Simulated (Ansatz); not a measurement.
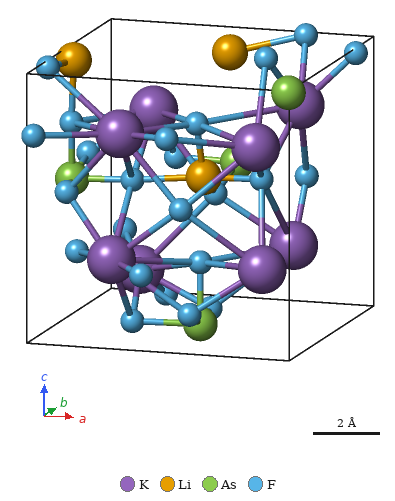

Starting frame of a dynamics run of K$_{2}$LiAsF$_{6}$ with a Li vacancy (39 atoms in the cell, charge -1). It starts from the last geometry of an earlier run, with fresh velocities. The picture is a ball-and-stick view of the simulation cell, seen slightly off an axis. Bonds to atoms that aren't drawn are left out.

The calculation used DFT LDA, scalar-relativistic, plane waves, PAW in Ansatz.

Input
```yaml
crystal:
  lattice:
    - [8.42825, 0.0, 0.0]
    - [0.0, 8.42825, 0.0]
    - [0.0, 0.0, 8.42825]
  atoms:
    - { symbol: K, position: [0.79017944, 0.7652798, 0.7758697] }
    - { symbol: K, position: [0.24270119, 0.2310281, 0.27454049] }
    - { symbol: Li, position: [0.48770542, 0.56264881, 0.52961701] }
    - { symbol: As, position: [-0.0123027, 0.01359442, -0.01306071] }
    - { symbol: F, position: [0.23006546, 0.51941294, 0.51149218] }
    - { symbol: F, position: [0.48590856, 0.52784011, 0.21987071] }
    - { symbol: F, position: [0.72554645, 0.50879066, 0.54775073] }
    - { symbol: F, position: [0.51358149, 0.21005153, 0.48123902] }
    - { symbol: F, position: [0.47334097, 0.74703029, 0.4301563] }
    - { symbol: F, position: [0.47949124, 0.50227575, 0.73917099] }
    - { symbol: K, position: [0.28097887, 0.21051774, 0.74810353] }
    - { symbol: K, position: [0.75251162, 0.80516474, 0.24350581] }
    - { symbol: As, position: [0.49473772, 0.50091134, -0.00279952] }
    - { symbol: F, position: [0.74306248, -0.0105136, 0.46311614] }
    - { symbol: F, position: [0.0531498, -0.02055297, 0.22303066] }
    - { symbol: F, position: [0.24650824, -0.01683619, 0.50280223] }
    - { symbol: F, position: [-0.00112009, 0.71445077, 0.55755273] }
    - { symbol: F, position: [0.0554577, 0.28221157, 0.50286665] }
    - { symbol: F, position: [0.01983977, -0.00114592, 0.76681994] }
    - { symbol: K, position: [0.19264633, 0.72478806, 0.13440076] }
    - { symbol: K, position: [0.77770911, 0.27665855, 0.7164261] }
    - { symbol: Li, position: [0.03292775, 0.43678302, -0.04096399] }
    - { symbol: As, position: [0.47783646, -0.00914772, 0.49680284] }
    - { symbol: F, position: [0.7386451, 0.52118352, -0.00540877] }
    - { symbol: F, position: [0.01655039, 0.45979643, 0.72272593] }
    - { symbol: F, position: [0.25149538, 0.4518936, 0.00227184] }
    - { symbol: F, position: [-0.0037935, 0.24421564, -0.03096586] }
    - { symbol: F, position: [-0.00501398, 0.78819789, -0.02345137] }
    - { symbol: F, position: [0.02697645, 0.49254447, 0.23818181] }
    - { symbol: K, position: [0.78667737, 0.3265865, 0.25379392] }
    - { symbol: K, position: [0.23426026, 0.75888633, 0.72201335] }
    - { symbol: Li, position: [0.47750458, -0.09375103, -0.07834545] }
    - { symbol: As, position: [0.00730613, 0.49811808, 0.50618837] }
    - { symbol: F, position: [0.21477286, -0.03518998, -0.00266115] }
    - { symbol: F, position: [0.51399385, 0.03842442, 0.77904214] }
    - { symbol: F, position: [0.74629438, -0.03009012, -0.01010734] }
    - { symbol: F, position: [0.46177935, 0.72406997, 0.00818108] }
    - { symbol: F, position: [0.52279439, 0.2851118, 0.07702962] }
    - { symbol: F, position: [0.42289392, 0.02137076, 0.2706149] }
total_charge: -1
basis:
  ecutwfc: 420.0
kpoints:
  mp_grid: { grid: [2, 2, 2] }
hamiltonian:
  xc: lda
scf:
  occupations: { method: fermi_dirac, width: 0.05 }
  lower_state_search: "off"
md:
  timestep: 1
  n_steps: 250
  ensemble: nve
  temperature: 1560.0
  initial_velocities: maxwell_boltzmann
  seed: 660989
```

Command:
```bash
ansatz run input.yaml --threads 4 --pin off --max-ram 10240MiB --backend cpu --events-out ev --progress --plain --runs-dir out
```

Question: What does the trajectory do?

Answer: The mean temperature in the second half is 1357 K (standard deviation 111 K). The potential energy in the second half lies on average 25.6 meV per atom above the first frame. In the second half of the run the atoms are, in the root-mean-square, this far from where they began (common drift taken out): K 0.87 Å, Li 0.80 Å, F 0.75 Å, As 0.32 Å. Against the typical shortest distance between atoms in the first frame, about 1.9 Å, the K and Li and F atoms make wide excursions, while the As atoms stay at their sites; the run is too short to say whether this is diffusion. 1 of the 39 free atoms end more than three quarters of that spacing from the start. Bond changes: 7 As–F bonds break between 47 fs and 212 fs; 5 As–F bonds form between 83 fs and 226 fs.

Along the run (each row but the first and the last is the mean over the interval that it begins):

```
time (fs)  potential energy (meV/atom)  T (K)
      0.0                          0.0   1560
     31.0                         25.8   1355
     62.0                         -0.7   1565
     93.0                         24.2   1368
    124.0                         36.6   1269
    155.0                         15.2   1440
    186.0                         27.9   1339
    217.0                         24.1   1369
    248.0                         11.3   1470
```

The paths of the atoms:

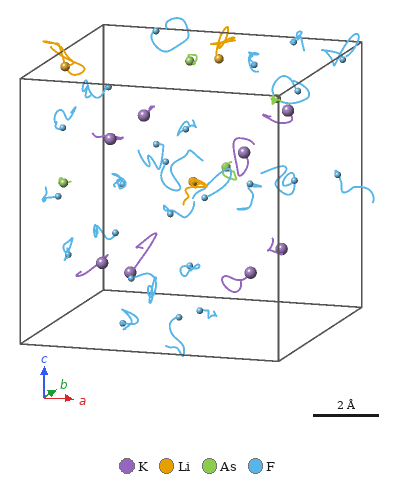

Limits of the set-up: the periodic images lie only 8.4 Å apart, so the values are limited by the cell's size; the cell is charged, on a uniform background, and energies carry no finite-size correction.

The run took 25 min on 4 threads of Intel(R) Xeon(R) Platinum 8488C (Sapphire Rapids), on a shared host, peak memory 3 GiB.
